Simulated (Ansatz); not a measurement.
```xyz
8

Cl   -0.4580    3.1769    2.3669
Cl   -2.4067    0.3134   -0.1410
Mg   -0.5996    1.1270    1.5145
O    -0.8607   -0.7021    2.3035
O     0.6018    0.0054    0.3593
Sn   -0.7842   -1.6066    0.3810
H    -1.5209   -1.0001    2.9423
H     1.0436    0.2404   -0.4668
```

Geometry: r2SCAN-D4/def2-SVP; core potentials replace the inner electrons of Sn.

Theory: isolated molecule in a Gaussian basis; Kohn-Sham density functional theory, functional PBE0 in Ansatz 0.2.0.

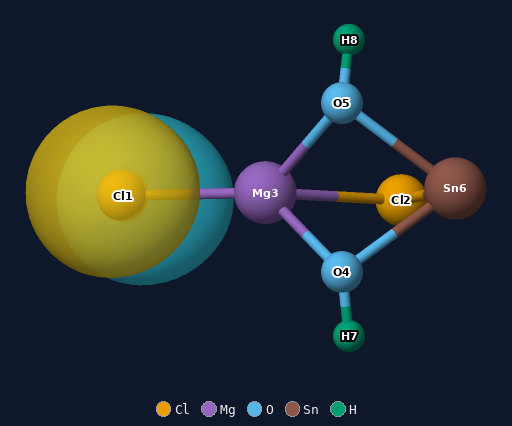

Cl$_{2}$H$_{2}$MgO$_{2}$Sn. The HOMO at ±0.1 Å⁻³ᐟ² (yellow and cyan are the two phases), seen at a tilt.

Describe this orbital and give its energy.

It lies mainly on Cl1 (about 90 %); largely a lone pair of Cl1. Its energy is −7.82 eV.
